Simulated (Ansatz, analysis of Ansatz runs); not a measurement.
# Al-H pair in alpha-quartz: local vibrational mode against experiment, part 2 of 2

Aim: the local vibrational mode of the Al-H pair in alpha-quartz, to be set beside the measurement. Set-up: PBE, 72-site cell, PBE lattice, 420 eV, k: the single point 1/4 1/4 1/4. The model is a cell of 72 host atoms with Al put on another atom's site and H put in between. The frequencies come from force constants among the defect atom and its neighbours, with the masses of the isotopes named. A local or semilocal functional is the cheapest first rung.

Ansatz 0.2.0; PBE, 72-site cell, PBE lattice, 420 eV, k: the single point 1/4 1/4 1/4.

So far: Starting point; Relaxation, charge 0.

## (2) Relaxation, charge 0 (continued)

Level of this step: plane-wave PAW DFT, PBE; relaxation of all atoms of a defect supercell (Ansatz).

Step by step:

```
step  energy less that of the first step (eV)  largest force component (eV/Å)
   1                                   0.0000                         26.3276
   2                                  -4.7153                         13.4998
   3                                  -7.9518                          6.1492
   4                                  -9.1494                          2.2089
   5                                  -9.6315                          1.7891
   6                                  -9.9231                          1.1184
   7                                 -10.0988                          0.5984
   8                                 -10.1861                          0.2905
   9                                 -10.2124                          0.3821
  10                                 -10.2208                          0.2005
  11                                 -10.2279                          0.1010
  12                                 -10.2346                          0.2044
  13                                 -10.2362                          0.4783
  14                                 -10.2484                          0.1284
  15                                 -10.2500                          0.0495
  16                                 -10.2505                          0.0190
  17                                 -10.2506                          0.0094
```

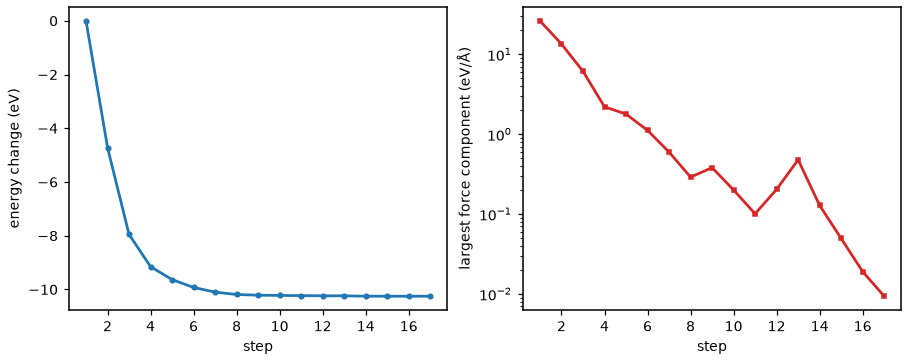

Energy and largest force along the relaxation.

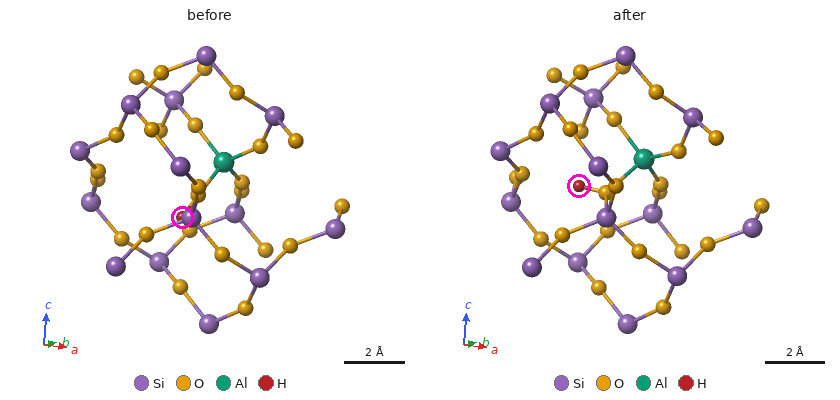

Before and after: the atoms that start within 5 Å of the centre. H73, which moves most, is ringed if it is among them.

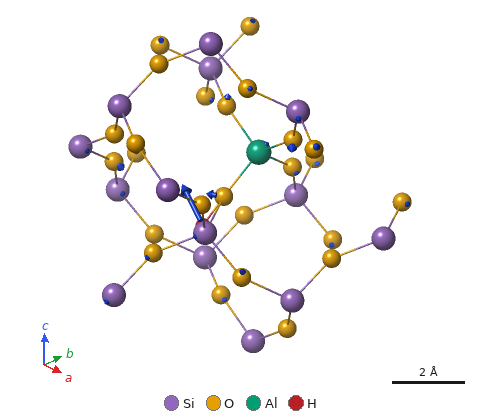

Displacements in the relaxation from the typed sites near the centre, scaled, the mean shift taken out; the longest in the cell stands for 1.44 Å. H lies hidden behind other atoms in this view.

The atoms that moved most (Å, from the sites as typed, ahead of the random displacement, the mean shift of all atoms taken out):

```
atom      dx      dy      dz  length
 H73  -1.113  -0.068   0.914   1.442
  O4  -0.246  -0.238   0.017   0.343
 O15   0.241  -0.159  -0.170   0.335
 O63   0.242   0.054  -0.087   0.263
 O52   0.183  -0.048   0.100   0.214
 O16   0.038  -0.004   0.192   0.196
 O31   0.117   0.133  -0.059   0.186
  O5  -0.128   0.088   0.057   0.165
```

Neighbours of the ideal centre at the end:

```
atom  distance (Å)
  O4         0.569
Al12         1.426
 H73         1.448
 Si1         1.997
 O15         2.406
  O9         2.414
 O16         2.570
  O5         2.738
```

Neighbours of the added atoms: H73: O4 0.99, O63 2.06, Si1 2.27 Å.

Read from the output:

| Item | Value |
| --- | --- |
| free energy | -42495.4007 eV |

The relaxation ends 140 meV an atom lower than the displaced start, with a largest force component of 0.0094 eV/Å.

## (3) Local vibrational modes

A local mode lives on the defect and the atoms next to it, so only the sites listed in the input are displaced, which costs far fewer SCF runs than the whole cell would.

This step: plane-wave PAW DFT, PBE; finite-displacement force constants among the atoms nearest to a defect, the others at rest.

File modes/input.yaml:

```yaml
crystal:
  lattice:
    - [10.03667689, 0.0, 0.0]
    - [-5.01833844, 8.69201715, 0.0]
    - [0.0, 0.0, 11.01794812]
  atoms:
    - { symbol: Si, position: [0.229276992, -0.011833718, 0.330418456] }
    - { symbol: Si, position: [0.000487376, 0.243734362, 0.162410566] }
[... 1 atom line left out ...]
    - { symbol: O, position: [0.168727394, 0.100767729, 0.398881746] }
    - { symbol: O, position: [0.363947563, 0.089303124, 0.235813301] }
[... 3 atom lines left out ...]
    - { symbol: O, position: [0.296189821, 0.428427023, 0.428448261] }
[... 2 atom lines left out ...]
    - { symbol: Al, position: [0.268726662, 0.270684855, 0.508339264] }
[... 2 atom lines left out ...]
    - { symbol: O, position: [0.435431907, 0.274585556, 0.548594198] }
    - { symbol: O, position: [0.131352934, 0.206811576, 0.620485212] }
[... 2 atom lines left out ...]
    - { symbol: Si, position: [0.237924391, 0.503485558, 0.329565865] }
[... 6 atom lines left out ...]
    - { symbol: O, position: [0.074874572, 0.859256819, 0.264874942] }
    - { symbol: O, position: [0.289960054, 0.921435756, 0.436564518] }
[... 35 atom lines left out ...]
    - { symbol: O, position: [0.819719912, 0.927130105, 0.428502354] }
[... 9 atom lines left out ...]
    - { symbol: H, position: [0.055853701, 0.045461273, 0.410167368] }
basis:
  ecutwfc: 420
  xc_grid: 2
hamiltonian:
  xc: pbe
kpoints:
  mp_grid: { grid: [1, 1, 1], shift: [0.25, 0.25, 0.25] }
scf:
  occupations: { method: fermi_dirac, width: 0.01 }
  max_iter: 120
output: {}
checkpoint:
  read: "../relax.run"
phonons:
  supercell: [1, 1, 1]
  displaced_sites: [0, 3, 11, 62, 72]
```

Run with:

```
ansatz run input.yaml --threads 2 --pin off --max-ram 3768MiB --backend cpu --events-out ev --progress --plain --runs-dir out
```

Numbers of over 12 decimals in the logs are rounded to 6 here.

Log:

```text
[...]
Crystal: 73 atoms, lattice volume = 961.194 Å³
Basis set: ecut = 420 eV, 18781 PW (Γ), exchange–correlation on 144×144×150 points (8 copies of the dense FFT grid, shifted against one another)
Bands: 265, of which v1, the nominal top of the filled ones, is band 192 counted from 1 (191 counted from 0)
Symmetry: 1 space group operations
k-points: 1
[...]
iter 1 solved again at ethr=2.35e-11 eV; its pass at ethr=3.10e-3 eV (dr2=9.01e-8 eV) is discarded
[...]
SCF iter   6: F=-42495.400715 eV  HF=-42495.400715 eV  |F-HF|=7.28e-12  |Δ(HF+E_count)|=    0.00e0  Δρ=2.30e-8  dr2=4.63e-12  ethr=1.00e-12  ⟨swp⟩=4.0  Hψ=785  notcnv=0
SCF 1 converged in 6 iterations: F = -42495.400715 eV  dr2 = 4.63e-12
[...]
SCF 2 converged in 9 iterations: F = -42495.400601 eV  dr2 = 8.09e-13
[...]
symmetry images taken by strict's conditions (phonons.symmetry_images: auto; settled by no image being taken that strict refuses)
  force constants formed among 5 of 73 sites (Si 0, O 3, Al 11, O 62, H 72); the other 68 at rest. The modes move the named sites alone.
  the frequencies, the zero-point energy and the sums are of the block with the acoustic sum rule laid on its rows. Row sums over every site: 2.0e-4 eV/Å² at the most
  transpose residual: 4.6e-4 eV/Å²
  largest component of a force at the reference: 9.3e-3 eV/Å on a named site, 5.9e-3 eV/Å on a site at rest
  frequencies among the named sites at Γ of the cell (cm⁻¹): 254.36 288.09 313.37 347.63 426.36 521.25 536.12 600.69 607.36 693.79 703.46 787.02 921.91 1170.83 3382.28
  unstable modes among the named sites: 0
  frequencies as built, with no sum rule (cm⁻¹): 254.35 288.09 313.37 347.62 426.36 521.25 536.10 600.69 607.36 693.79 703.46 787.02 921.91 1170.82 3382.27
  zero-point energy: 0.716290 eV/cell   skipped modes (ω ≤ 0): 0
  not written: the harmonic force-constant file, the file of eigenvectors (these modes' are written with the force constants), the density of states and the dispersion, which are of every site
[key lines of the parts left out:]
SCF converged after 6 iterations
Free energy (F): -42495.400715 eV
Fermi energy:    5.316678 eV
```

The job ended after 6.7 min (2 threads of Intel Xeon Platinum 8375C at 2.90GHz (Ice Lake), shared host; peak memory 1.7 GiB; 13 min of CPU time).

Read from the output:

```
free energy : -42495.4007 eV
```

The modes with the largest weight on the probed atoms (the light atom of a pair), for the masses of each isotope. Modes of the displaced atoms (local only where they lie over the host's phonons):

```
isotopes  mode (cm⁻¹)  share of the defect atoms
       H         3382                      0.941
       H         1171                      0.886
       H        536.1                      0.689
       D         2464                      0.885
       D        896.3                      0.514
       D        404.4                      0.763
```

## (4) Results

| Item | Value |
| --- | --- |
| distance from the defect atom to its nearest neighbour | 0.989 Å |
| O-H stretch, 1H | 3383 cm⁻¹ |
| time of the whole chain | 10 min on 2 threads |

In words: O-H stretch, 1H: computed 3383 cm⁻¹, measured 3378 cm⁻¹ and 3313 cm⁻¹; 5 cm⁻¹ (0 %) above the nearest measurement. The computed value is harmonic, while the measured line is the anharmonic fundamental, which for X–H stretches usually lies a few per cent lower. Only the named neighbours move, so modes near the host's band are approximate.

[Logs are printed without paths, hosts, clocks, repeated set-up lines and the standing remarks that a program may print on its own settings, such as how far it seeks lower states.]

[Hosts, paths, dates, database ids (printed as entryN), source tags and the programs' standing remarks are cut or masked in the printed files.]

[For some hosts the program warned that the k-mesh of the response run may be too coarse for force constants and the static dielectric constant; such warnings are not shown here.]
